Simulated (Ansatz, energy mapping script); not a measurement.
# GdCuN2: exchange couplings from total energies, part 2 of 3

Wanted: the magnetic order of GdCuN2, its couplings and an estimate of its ordering temperature, by PBE+U (6/6 eV).

PBE with U = 6 eV on Cu d and U = 6 eV on Gd f, ortho-atomic projectors; plane waves, U on orthogonalised atomic orbitals unless named otherwise, collinear spin, no spin–orbit coupling.

So far. Step 4 (Order 1: parallel, cell A of 8 atoms): The run ends ferromagnetic.

**5. Order 2: compensated +−, cell A of 8 atoms**

This order reverses 2 of the 2 neighbours at 3.61 Å, 4 of the 4 neighbours at 4.05 Å and 0 of the 2 neighbours at 4.27 Å, counted for an average magnetic atom.

input.yaml reads:

```yaml
crystal:
  lattice:
    - [0.0, 4.272733568, 0.0]
    - [-3.607706668, 2.136366784, -3.442770583]
    - [-3.607706668, 2.136366784, 3.442770583]
  atoms:
    - { symbol: Gd, position: [0.5, 0.465282297, 0.534717703], spin: 7.0 }
    - { symbol: Gd, position: [0.0, 0.965282297, 0.034717703], spin: -7.0 }
    - { symbol: Cu, position: [0.75, 0.86277833, 0.63722167] }
    - { symbol: Cu, position: [0.25, 0.36277833, 0.13722167] }
    - { symbol: "N", position: [0.582315982, 0.568469732, 0.931530268] }
    - { symbol: "N", position: [0.082315982, 0.068469732, 0.431530269] }
    - { symbol: "N", position: [0.917684018, 0.568469731, 0.931530268] }
    - { symbol: "N", position: [0.417684018, 0.068469732, 0.431530269] }
magnetization:
  spin_polarized: true
kpoints:
  mp_grid: { grid: [10, 10, 10] }
hamiltonian:
  xc: pbe
  hubbard:
    sites:
      - { species: Cu, l: d, u_eff: 6.0 }
      - { species: Gd, l: f, u_eff: 6.0 }
      - { site: 0, l: f, u_eff: 6.0, starting_ns: [{ spin: up, occupation_matrix: gd1_major }, { spin: down, occupation_matrix: gd1_minor }] }
      - { site: 1, l: f, u_eff: 6.0, starting_ns: [{ spin: up, occupation_matrix: gd1_minor }, { spin: down, occupation_matrix: gd1_major }] }
      - { site: 2, l: d, u_eff: 6.0, starting_ns: [{ spin: up, occupation_matrix: cu2_major }, { spin: down, occupation_matrix: cu2_minor }] }
      - { site: 3, l: d, u_eff: 6.0, starting_ns: [{ spin: up, occupation_matrix: cu2_major }, { spin: down, occupation_matrix: cu2_minor }] }
    projectors: ortho-atomic
    occupation_matrices:
      gd1_major:
        matrix:
          - [0.999, 0.0, 0.0, 0.0, 0.0, 0.0, 0.0]
          - [0.0, 0.999, 0.0, 0.0, 0.0, 0.0, 0.0]
          - [0.0, 0.0, 0.999, 0.0, 0.0, 0.0, 0.0]
          - [0.0, 0.0, 0.0, 0.999, 0.0, 0.0, 0.0]
          - [0.0, 0.0, 0.0, 0.0, 0.999, 0.0, 0.0]
          - [0.0, 0.0, 0.0, 0.0, 0.0, 0.999, 0.0]
          - [0.0, 0.0, 0.0, 0.0, 0.0, 0.0, 0.999]
      gd1_minor:
        matrix:
          - [0.004, 0.0, 0.0, 0.0, 0.0, 0.0, 0.0]
          - [0.0, 0.007, 0.0, 0.0, 0.0, 0.0, 0.0]
          - [0.0, 0.0, 0.004, 0.0, 0.0, 0.0, -0.002]
          - [0.0, 0.0, 0.0, 0.002, 0.0, 0.0, 0.0]
          - [0.0, 0.0, 0.0, 0.0, 0.017, 0.0, 0.0]
          - [0.0, 0.0, 0.0, 0.0, 0.0, 0.005, 0.0]
          - [0.0, 0.0, -0.002, 0.0, 0.0, 0.0, 0.009]
      cu2_major:
        matrix:
          - [0.97, 0.0, 0.0, 0.007, 0.0]
          - [0.0, 0.988, 0.0, 0.0, 0.0]
          - [0.0, 0.0, 0.958, 0.0, 0.0]
          - [0.007, 0.0, 0.0, 0.968, 0.0]
          - [0.0, 0.0, 0.0, 0.0, 0.988]
      cu2_minor:
        matrix:
          - [0.971, 0.0, 0.0, 0.004, 0.0]
          - [0.0, 0.987, 0.0, 0.0, 0.0]
          - [0.0, 0.0, 0.954, 0.0, 0.0]
          - [0.004, 0.0, 0.0, 0.97, 0.0]
          - [0.0, 0.0, 0.0, 0.0, 0.987]
scf:
  occupations: { method: fermi_dirac, width: 0.05 }
output:
  eigenvalues: true
  write_density: true
  write_potential: true
  elf: true
  volumetric_format: npy
```

Started as:

```console
> ansatz run input.yaml --threads 4 --pin off --max-ram 8192MiB --backend cpu --events-out ev --progress --plain --runs-dir out
```

Numbers of over 12 decimals in the logs are rounded to 6 here.

Log:

```text
Warning: crystal.symmetry: narrowed to the stabiliser of the occupation matrices — unitary ops 4 → 4, anti-unitary 4 → 0; lowered by the specified shells (site 2, l: d), (site 3, l: d); largest admitted image defect 4.4e-16, smallest excluded 4.0e-3 — at a rounding scale rather than a splitting's, so precision (not physics) most likely lowered the group: (i) a fixed point transcribed at too few decimals — re-emit the block at full precision (to 7 decimals or more, rounded to nearest) from a symmetrised source (a converged report's `n_mat` / `n_mat_spinor`) (of a frozen-density pass: in the run whose state it reads); [rest of the remark cut]
[...]
Crystal: 8 atoms, lattice volume = 106.139 Å³
Basis set: ecut = 420 eV, 2073 PW (Γ)
Bands: 65, of which v1, the nominal top of the filled ones, is band 47 counted from 1 (46 counted from 0)
Symmetry: 4 space group operations
[...]
k-points: 171 of 1000 (time reversal used)
[...]
Starting moments: Σ|m| = 14 μB on 2 of 8 sites
Starting magnetic order: antiferromagnet; a translation exchanges its spin sublattices: spin-degenerate at every k-point
[...]
SCF iter   1: F=—  HF=-33452.117249 eV  |F-HF|=—  |Δ(HF+E_count)|=         —  Δρ=8.10e-2 (↑8.09e-2 ↓8.10e-2)  dr2=2.18e1  dr2_m=7.36e-1  M=0.000 μB ∫|m|=14.394 μB  β_m=1.00  ethr=3.10e-3  ⟨swp⟩=5.9  Hψ=73380  notcnv=0  defer=69
[...]
SCF iter  15: F=-33448.787458 eV  HF=-33448.787459 eV  |F-HF|=1.58e-8  |Δ(HF+E_count)|=   1.49e-7  Δρ=2.06e-6 (↑2.04e-6 ↓2.06e-6)  dr2=2.25e-8  dr2_m=1.52e-10  M=0.000 μB ∫|m|=14.434 μB  ethr=1.06e-10  ⟨swp⟩=10.4  Hψ=93648  notcnv=0
SCF 1 converged in 15 iterations: F = -33448.787458 eV  dr2 = 2.25e-8
[...]
SCF converged after 15 iterations
Magnetization: 0.0000 μB (47.0000 up, 47.0000 down)
Absolute magnetization: 14.4386 μB (∫|ρ↑−ρ↓|, with the PAW one-centre terms)
[...]
Per-site moments (μB) at R_I (Å): [(6.955492, 1.034700), (-6.955492, 1.034700), (2.8654023546110484e-8, 0.827266), (2.8654023942451623e-8, 0.827266), (-8.087542982738527e-9, 0.591087), (-8.087542855996239e-9, 0.591087), (-8.087542933444506e-9, 0.591087), (-8.087542789612947e-9, 0.591087)]
Free energy (F): -33448.787458 eV
[...]
Internal energy: -33448.769200 eV  (E = F + TS)
E sigma→0 (E₀):  -33448.778329 eV
Entropy (-TS):   -0.018259 eV (-2.282 meV/atom)
Fermi energy:    14.515932 eV
[...]
--- Specified on-site occupations, and those of the state reported ---
  electrons in the specified blocks: 33.5640 specified, 33.5598 found
[...]
--- Band table (eV; the first three rows and the last of 342) ---
  k-point 0 ↑: bands = [... 43 lower, 12.5312, 13.5180, 13.6104, 13.7652, 14.0815, 15.4909, 16.2818, 17.2396, ... 14 higher]
  k-point 1 ↑: bands = [... 43 lower, 12.5420, 13.5865, 13.6755, 13.8518, 14.0385, 15.3878, 16.2824, 17.2431, ... 14 higher]
  k-point 2 ↑: bands = [... 43 lower, 12.5928, 13.7886, 13.8356, 13.9092, 14.0989, 15.1473, 16.3164, 17.1830, ... 14 higher]
  k-point 170 ↓: bands = [... 43 lower, 12.4938, 12.5171, 13.3905, 13.3941, 16.1262, 16.1669, 16.4915, 17.0376, ... 14 higher]
Occupation matrices written to <dir>
```

It took 2.1 min on 4 threads of Arm Neoverse V1, shared host; peak memory 2.1 GiB.

Spin moment in the sphere by atom:

| atom | spin moment in the sphere (μB) |
| --- | --- |
| Gd1 | 6.96 |
| Gd2 | -6.96 |
| Cu3 | 0.00 |
| Cu4 | 0.00 |
| N5 | 0.00 |
| N6 | 0.00 |
| N7 | 0.00 |
| N8 | 0.00 |

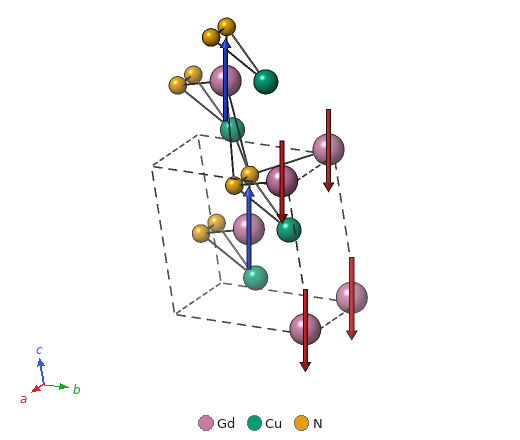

Spin moment in the sphere as arrows, the longest 6.96 μB. Up and down stand for the sign. Arrows give size and sign along the axis of quantisation, drawn up and down the page. The two directions have two colours. Bonds to atoms that aren't drawn are left out. 1×1×2 cells are drawn. Some periodic images of atoms are drawn too.

The run ends antiferromagnetic, 1.82 meV a magnetic atom above the parallel order of its cell (energies taken at zero occupation width, not the printed F).

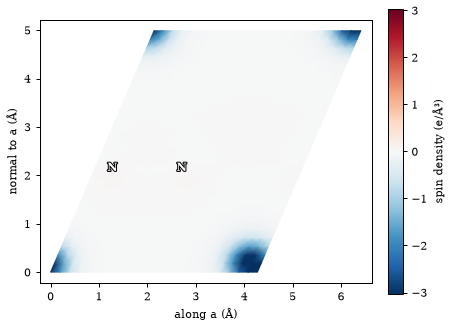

Spin density in the ac plane at fractional y = 0.068, with atoms of N within 0.2 Å of it.

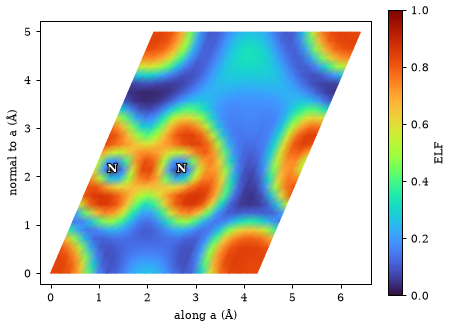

ELF in the ac plane at fractional y = 0.068, with atoms of N within 0.2 Å of it. It is the smooth field of the valence electrons, not physical close to the nuclei.

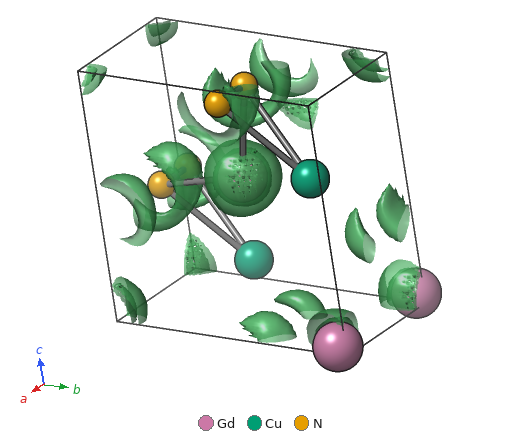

Surface of ELF = 0.83. Bonds to atoms that aren't drawn are left out.

**6. Run 3 (parallel; cell B, 8 atoms)**

The parallel order again, as the reference for this cell.

This run holds the same structure in another cell (a 4.273 → 4.052 Å, b 5.425 → 4.052 Å, c 5.425 → 7.215 Å, α 78.8 → 90.0°, β 66.8 → 90.0°, γ 66.8 → 116.4°).

input.yaml, as its differences from that of step 5:

```diff
@@ -2,14 +2,14 @@
   lattice:
-    - [0.0, 4.272733568, 0.0]
-    - [-3.607706668, 2.136366784, -3.442770583]
-    - [-3.607706668, 2.136366784, 3.442770583]
+    - [0.0, 2.136366784, 3.442770583]
+    - [0.0, 2.136366784, -3.442770583]
+    - [-7.215413336, 0.0, 0.0]
   atoms:
-    - { symbol: Gd, position: [0.5, 0.465282297, 0.534717703], spin: 7.0 }
-    - { symbol: Gd, position: [0.0, 0.965282297, 0.034717703], spin: -7.0 }
-    - { symbol: Cu, position: [0.75, 0.86277833, 0.63722167] }
-    - { symbol: Cu, position: [0.25, 0.36277833, 0.13722167] }
-    - { symbol: "N", position: [0.582315982, 0.568469732, 0.931530268] }
-    - { symbol: "N", position: [0.082315982, 0.068469732, 0.431530269] }
-    - { symbol: "N", position: [0.917684018, 0.568469731, 0.931530268] }
-    - { symbol: "N", position: [0.417684018, 0.068469732, 0.431530269] }
+    - { symbol: Gd, position: [0.034717703, 0.965282297, 0.5], spin: 7.0 }
+    - { symbol: Gd, position: [0.034717703, 0.965282297, 0.0], spin: 7.0 }
+    - { symbol: Cu, position: [0.38722167, 0.61277833, 0.25] }
+    - { symbol: Cu, position: [0.38722167, 0.61277833, 0.75] }
+    - { symbol: "N", position: [0.513846251, 0.150785714, 0.25] }
+    - { symbol: "N", position: [0.513846251, 0.150785714, 0.75] }
+    - { symbol: "N", position: [0.849214286, 0.486153749, 0.25] }
+    - { symbol: "N", position: [0.849214286, 0.486153749, 0.75] }
 magnetization:
@@ -17,3 +17,3 @@
 kpoints:
-  mp_grid: { grid: [10, 10, 10] }
+  mp_grid: { grid: [10, 10, 5] }
 hamiltonian:
@@ -25,3 +25,3 @@
       - { site: 0, l: f, u_eff: 6.0, starting_ns: [{ spin: up, occupation_matrix: gd1_major }, { spin: down, occupation_matrix: gd1_minor }] }
-      - { site: 1, l: f, u_eff: 6.0, starting_ns: [{ spin: up, occupation_matrix: gd1_minor }, { spin: down, occupation_matrix: gd1_major }] }
+      - { site: 1, l: f, u_eff: 6.0, starting_ns: [{ spin: up, occupation_matrix: gd1_major }, { spin: down, occupation_matrix: gd1_minor }] }
       - { site: 2, l: d, u_eff: 6.0, starting_ns: [{ spin: up, occupation_matrix: cu2_major }, { spin: down, occupation_matrix: cu2_minor }] }
@@ -66,5 +66 @@
   eigenvalues: true
-  write_density: true
-  write_potential: true
-  elf: true
-  volumetric_format: npy
```

Log:

```text
[...]
Crystal: 8 atoms, lattice volume = 106.139 Å³
Basis set: ecut = 420 eV, 2069 PW (Γ)
Bands: 65, of which v1, the nominal top of the filled ones, is band 47 counted from 1 (46 counted from 0)
Symmetry: 8 space group operations
[...]
k-points: 93 of 500 (time reversal used)
[...]
Starting moments: Σ|m| = 14 μB on 2 of 8 sites
[...]
k-point 1 ↑: bands = [... 43 lower, 9.1670, 9.6745, 9.7614, 10.3601, 10.6016, 10.7286, 10.8601, 11.6030, ... 14 higher]
  k-point 2 ↑: bands = [... 43 lower, 9.1119, 9.6112, 9.6699, 10.5163, 10.6352, 10.6868, 10.7045, 11.6342, ... 14 higher]
  k-point 92 ↓: bands = [... 43 lower, 17.2013, 17.2047, 17.2336, 17.2411, 17.2649, 17.2758, 17.3038, 17.3280, ... 14 higher]
Occupation matrices written to <dir>
[key lines of the parts left out:]
SCF converged after 15 iterations
Magnetization: 14.2372 μB (54.1186 up, 39.8814 down)
Free energy (F): -33448.791084 eV
Fermi energy:    14.529818 eV
```

Wall time 59 s (4 threads); peak memory 1.3 GiB.

The run ends ferromagnetic. For each magnetic atom its energy differs from the parallel run of the first cell by -0.66 meV, an error that one common reference would have brought in.

**7. Order 4: compensated +−, cell B of 8 atoms**

This order reverses 2 of the 2 neighbours at 3.61 Å, 0 of the 4 neighbours at 4.05 Å and 0 of the 2 neighbours at 4.27 Å, counted for an average magnetic atom.

input.yaml, as its differences from that of step 6:

```diff
@@ -7,3 +7,3 @@
     - { symbol: Gd, position: [0.034717703, 0.965282297, 0.5], spin: 7.0 }
-    - { symbol: Gd, position: [0.034717703, 0.965282297, 0.0], spin: 7.0 }
+    - { symbol: Gd, position: [0.034717703, 0.965282297, 0.0], spin: -7.0 }
     - { symbol: Cu, position: [0.38722167, 0.61277833, 0.25] }
@@ -25,3 +25,3 @@
       - { site: 0, l: f, u_eff: 6.0, starting_ns: [{ spin: up, occupation_matrix: gd1_major }, { spin: down, occupation_matrix: gd1_minor }] }
-      - { site: 1, l: f, u_eff: 6.0, starting_ns: [{ spin: up, occupation_matrix: gd1_major }, { spin: down, occupation_matrix: gd1_minor }] }
+      - { site: 1, l: f, u_eff: 6.0, starting_ns: [{ spin: up, occupation_matrix: gd1_minor }, { spin: down, occupation_matrix: gd1_major }] }
       - { site: 2, l: d, u_eff: 6.0, starting_ns: [{ spin: up, occupation_matrix: cu2_major }, { spin: down, occupation_matrix: cu2_minor }] }
```

Log:

```text
[...]
Crystal: 8 atoms, lattice volume = 106.139 Å³
Basis set: ecut = 420 eV, 2069 PW (Γ)
Bands: 65, of which v1, the nominal top of the filled ones, is band 47 counted from 1 (46 counted from 0)
Symmetry: 4 space group operations
[...]
k-points: 93 of 500 (time reversal used)
[...]
Starting moments: Σ|m| = 14 μB on 2 of 8 sites
[...]
k-point 1 ↑: bands = [... 43 lower, 11.6409, 12.2799, 13.2646, 13.7981, 13.8370, 15.0143, 15.8010, 16.1955, ... 14 higher]
  k-point 2 ↑: bands = [... 43 lower, 11.6705, 11.9162, 13.5846, 13.8863, 14.1858, 14.6715, 15.8826, 15.9975, ... 14 higher]
  k-point 92 ↓: bands = [... 43 lower, 13.8075, 13.9166, 14.1096, 14.7251, 15.4021, 15.4749, 17.0307, 17.2434, ... 14 higher]
Occupation matrices written to <dir>
[key lines of the parts left out:]
SCF converged after 15 iterations
Magnetization: -0.0000 μB (47.0000 up, 47.0000 down)
Free energy (F): -33448.792000 eV
Fermi energy:    14.521570 eV
```

Run time: 64 s. Hardware: 4 threads; peak memory 1.3 GiB; 4.1 min of CPU time.

The run ends antiferromagnetic, 0.45 meV a magnetic atom below the parallel order of its cell (energies taken at zero occupation width, not the printed F).

**8. Order 5: parallel, cell C of 8 atoms**

A new cell needs its own zero of energy.

This run holds the same structure in another cell (a 4.052 → 3.608 Å, c 7.215 → 7.275 Å, α 90.0 → 93.6°, γ 116.4 → 90.0°).

input.yaml, as its differences from that of step 7:

```diff
@@ -2,14 +2,14 @@
   lattice:
+    - [3.607706668, 0.0, 0.0]
     - [0.0, 2.136366784, 3.442770583]
-    - [0.0, 2.136366784, -3.442770583]
-    - [-7.215413336, 0.0, 0.0]
+    - [0.0, -6.409100352, 3.442770583]
   atoms:
-    - { symbol: Gd, position: [0.034717703, 0.965282297, 0.5], spin: 7.0 }
-    - { symbol: Gd, position: [0.034717703, 0.965282297, 0.0], spin: -7.0 }
-    - { symbol: Cu, position: [0.38722167, 0.61277833, 0.25] }
-    - { symbol: Cu, position: [0.38722167, 0.61277833, 0.75] }
-    - { symbol: "N", position: [0.513846251, 0.150785714, 0.25] }
-    - { symbol: "N", position: [0.513846251, 0.150785714, 0.75] }
-    - { symbol: "N", position: [0.849214286, 0.486153749, 0.25] }
-    - { symbol: "N", position: [0.849214286, 0.486153749, 0.75] }
+    - { symbol: Gd, position: [0.0, 0.052076555, 0.017358852], spin: 7.0 }
+    - { symbol: Gd, position: [0.0, 0.552076554, 0.517358852], spin: 7.0 }
+    - { symbol: Cu, position: [0.5, 0.580832505, 0.193610835] }
+    - { symbol: Cu, position: [0.5, 0.080832505, 0.693610835] }
+    - { symbol: "N", position: [0.5, 0.938453394, 0.424607143] }
+    - { symbol: "N", position: [0.5, 0.438453394, 0.924607143] }
+    - { symbol: "N", position: [0.5, 0.106137412, 0.256923126] }
+    - { symbol: "N", position: [0.5, 0.606137412, 0.756923126] }
 magnetization:
@@ -17,3 +17,3 @@
 kpoints:
-  mp_grid: { grid: [10, 10, 5] }
+  mp_grid: { grid: [10, 9, 5] }
 hamiltonian:
@@ -25,3 +25,3 @@
       - { site: 0, l: f, u_eff: 6.0, starting_ns: [{ spin: up, occupation_matrix: gd1_major }, { spin: down, occupation_matrix: gd1_minor }] }
-      - { site: 1, l: f, u_eff: 6.0, starting_ns: [{ spin: up, occupation_matrix: gd1_minor }, { spin: down, occupation_matrix: gd1_major }] }
+      - { site: 1, l: f, u_eff: 6.0, starting_ns: [{ spin: up, occupation_matrix: gd1_major }, { spin: down, occupation_matrix: gd1_minor }] }
       - { site: 2, l: d, u_eff: 6.0, starting_ns: [{ spin: up, occupation_matrix: cu2_major }, { spin: down, occupation_matrix: cu2_minor }] }
```

Log:

```text
[...]
Crystal: 8 atoms, lattice volume = 106.139 Å³
Basis set: ecut = 420 eV, 2065 PW (Γ)
Bands: 65, of which v1, the nominal top of the filled ones, is band 47 counted from 1 (46 counted from 0)
Symmetry: 4 space group operations
[...]
k-points: 138 of 450 (time reversal used)
[...]
Starting moments: Σ|m| = 14 μB on 2 of 8 sites
[...]
k-point 1 ↑: bands = [... 43 lower, 9.1547, 9.4719, 9.7856, 10.1559, 10.1862, 10.5334, 10.6133, 12.1316, ... 14 higher]
  k-point 2 ↑: bands = [... 43 lower, 9.1390, 9.6791, 9.8821, 9.9056, 10.0371, 10.5184, 10.5819, 12.1166, ... 14 higher]
  k-point 137 ↓: bands = [... 43 lower, 17.0992, 17.2249, 17.2452, 17.2908, 17.2911, 17.3074, 17.3192, 17.3250, ... 14 higher]
Occupation matrices written to <dir>
[key lines of the parts left out:]
SCF converged after 15 iterations
Magnetization: 14.2145 μB (54.1072 up, 39.8928 down)
Free energy (F): -33448.789366 eV
Fermi energy:    14.526571 eV
```

The job ended after 94 s (4 threads; peak memory 1.7 GiB; 6.1 min of CPU time).

The run ends ferromagnetic. For each magnetic atom its energy differs from the parallel run of the first cell by 0.48 meV, an error that one common reference would have brought in.

**9. Compensated +− start in cell C (8 atoms)**

This order reverses 0 of the 2 neighbours at 3.61 Å, 2 of the 4 neighbours at 4.05 Å and 2 of the 2 neighbours at 4.27 Å, counted for an average magnetic atom.

input.yaml, as its differences from that of step 8:

```diff
@@ -7,3 +7,3 @@
     - { symbol: Gd, position: [0.0, 0.052076555, 0.017358852], spin: 7.0 }
-    - { symbol: Gd, position: [0.0, 0.552076554, 0.517358852], spin: 7.0 }
+    - { symbol: Gd, position: [0.0, 0.552076554, 0.517358852], spin: -7.0 }
     - { symbol: Cu, position: [0.5, 0.580832505, 0.193610835] }
@@ -25,3 +25,3 @@
       - { site: 0, l: f, u_eff: 6.0, starting_ns: [{ spin: up, occupation_matrix: gd1_major }, { spin: down, occupation_matrix: gd1_minor }] }
-      - { site: 1, l: f, u_eff: 6.0, starting_ns: [{ spin: up, occupation_matrix: gd1_major }, { spin: down, occupation_matrix: gd1_minor }] }
+      - { site: 1, l: f, u_eff: 6.0, starting_ns: [{ spin: up, occupation_matrix: gd1_minor }, { spin: down, occupation_matrix: gd1_major }] }
       - { site: 2, l: d, u_eff: 6.0, starting_ns: [{ spin: up, occupation_matrix: cu2_major }, { spin: down, occupation_matrix: cu2_minor }] }
```

Log:

```text
[...]
Crystal: 8 atoms, lattice volume = 106.139 Å³
Basis set: ecut = 420 eV, 2065 PW (Γ)
Bands: 65, of which v1, the nominal top of the filled ones, is band 47 counted from 1 (46 counted from 0)
Symmetry: 2 space group operations
[...]
k-points: 138 of 450 (time reversal used)
[...]
Starting moments: Σ|m| = 14 μB on 2 of 8 sites
[...]
k-point 1 ↑: bands = [... 43 lower, 12.1699, 12.4101, 13.6635, 13.8701, 13.9597, 15.7298, 16.1542, 16.3781, ... 14 higher]
  k-point 2 ↑: bands = [... 43 lower, 12.1325, 12.2624, 13.7846, 13.8927, 14.5678, 15.4382, 15.8686, 16.0723, ... 14 higher]
  k-point 137 ↓: bands = [... 43 lower, 12.6026, 13.6258, 13.9064, 14.1441, 15.2741, 15.2743, 16.8696, 17.1554, ... 14 higher]
Occupation matrices written to <dir>
[key lines of the parts left out:]
SCF converged after 17 iterations
Magnetization: 0.0000 μB (47.0000 up, 47.0000 down)
Free energy (F): -33448.788519 eV
Fermi energy:    14.517454 eV
```

Wall time 1.7 min (4 threads); peak memory 1.8 GiB; 6.7 min of CPU time.

The run ends antiferromagnetic, 0.48 meV a magnetic atom above the parallel order of its cell (energies taken at zero occupation width, not the printed F).

(Part 2 of 3 ends here.)

[Logs and program files are shortened in this print: banners, set-up blocks, solver, clock and traceback lines can be left out without a mark of their own.]

[Logs are printed without paths, hosts, clocks, repeated set-up lines and the standing remarks that a program may print on its own settings, such as how far it seeks lower states.]

[Hosts, paths, dates, database ids (printed as entryN), source tags and the programs' standing remarks are cut or masked in the printed files.]

[Where a cell is said to come from a database of computed structures, the database is the Materials Project.]
